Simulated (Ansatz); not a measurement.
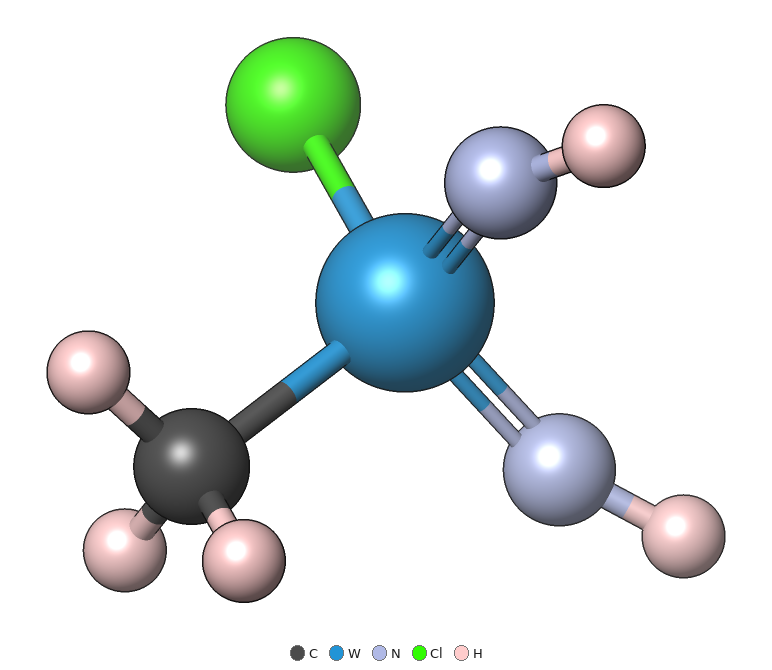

The picture shows a molecular structure as a ball-and-stick model. Double and triple bonds are drawn as two and three sticks.

Charge 0, singlet. The computed structure is the end point of a PBE0-D4/def2-TZVP optimisation.

What does the picture show?

The molecule is CH₅ClN₂W. SMILES: `[CH3][W](=[NH])(=[NH])[Cl]`. This geometry has Cs symmetry. Coordination: 1 C tetrahedral; 1 W tetrahedral; 2 N bent.

More results for the same structure follow; atom numbers are the same in all pictures, views and colours differ.

**Geometry**

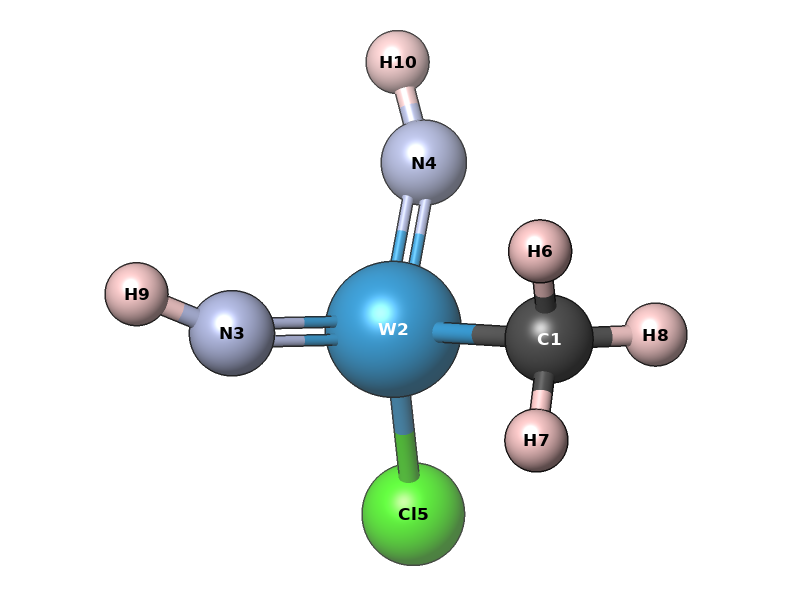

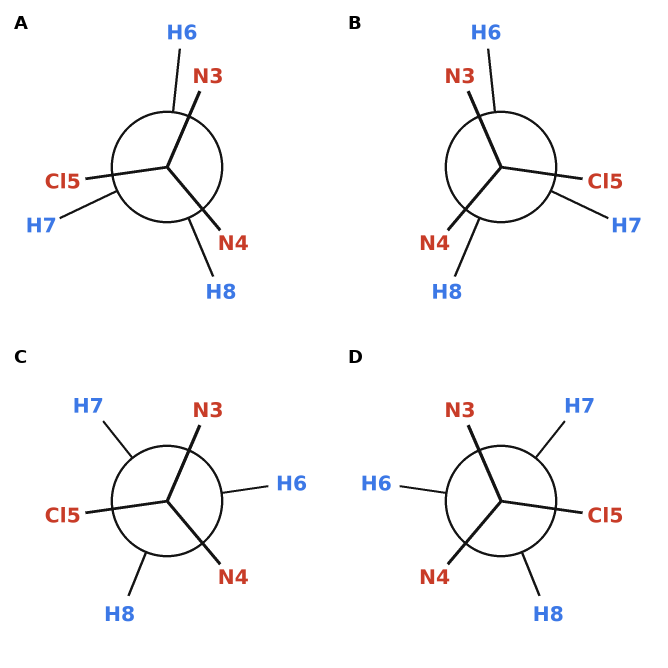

Depth is shown by fading: the farther an atom, the more it takes the colour of the background. Bonds that would overlap in a projection are set slightly apart.

> Which Newman projection shows the view along W2–C1, with W2 in front?

D. The torsion angle Cl5–W2–C1–H6 is 180°, antiperiplanar (anti).

**Charges**

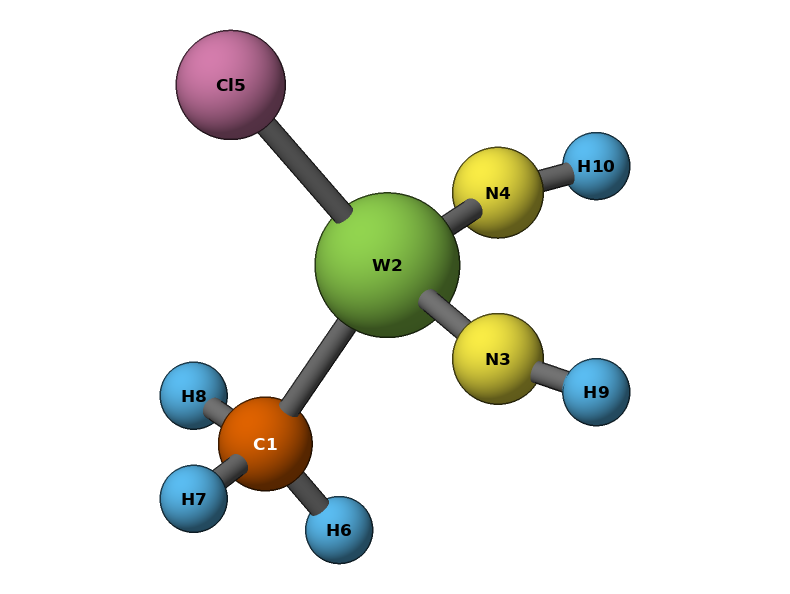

The questions are on Mulliken charges. Properties computed with RKS ωB97M-V/def2-TZVPP, core potentials on W (Ansatz 0.2.0).

List the Mulliken charges.

| atom | value (e) |
| --- | --- |
| C1 | −0.56 |
| W2 | 0.87 |
| N3 | −0.37 |
| N4 | −0.37 |
| Cl5 | −0.26 |
| H6 | 0.14 |
| H7 | 0.13 |
| H8 | 0.13 |
| H9 | 0.14 |
| H10 | 0.14 |

**Dipole moment**

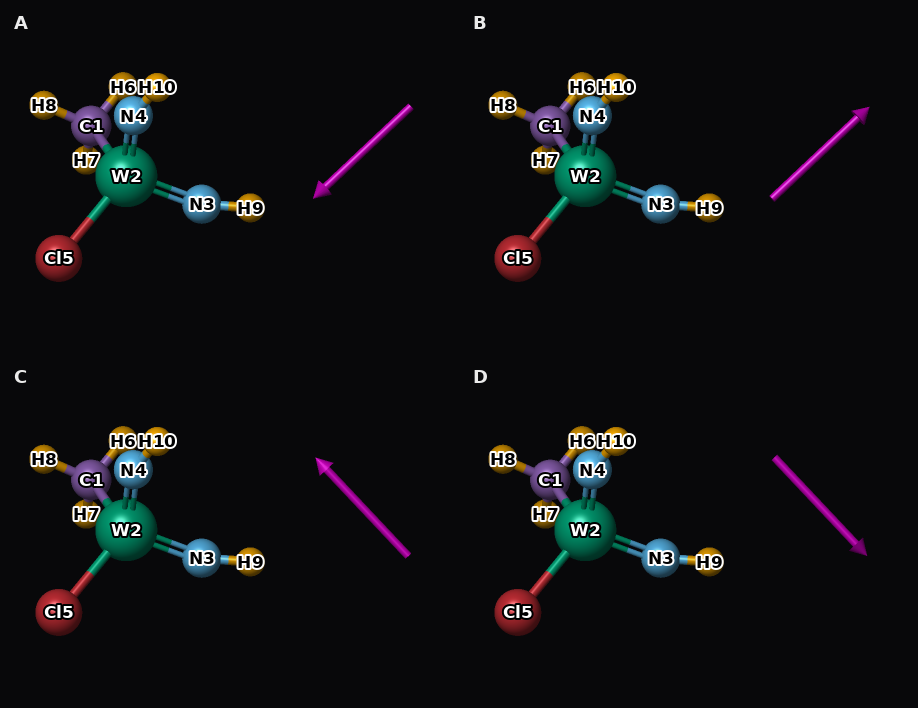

The same molecule four times, each with an arrow. Method: RKS PBE0-D4/def2-TZVP, core potentials on W (Ansatz 0.2.0).

> Which arrow points along the dipole moment, from the negative to the positive end?

B. The dipole moment is 2.20 D; it points from the side of Cl5 to the side of H6, H9, H10 (the outermost atoms at the two ends).

**Vibrations**

Harmonic vibrations computed with RKS PBE0-D4/def2-TZVP, core potentials on W (Ansatz 0.2.0) at a stationary point of the same level.

> List the wavenumbers.

24 modes: 126, 151, 175, 213, 226, 288, 398, 431, 550, 615, 639, 662, 719, 737, 993, 1041, 1217, 1415, 1431, 3035, 3121, 3150, 3651, 3653 cm⁻¹.

Mulliken values depend strongly on the basis set and can even reverse the polarity of a bond.
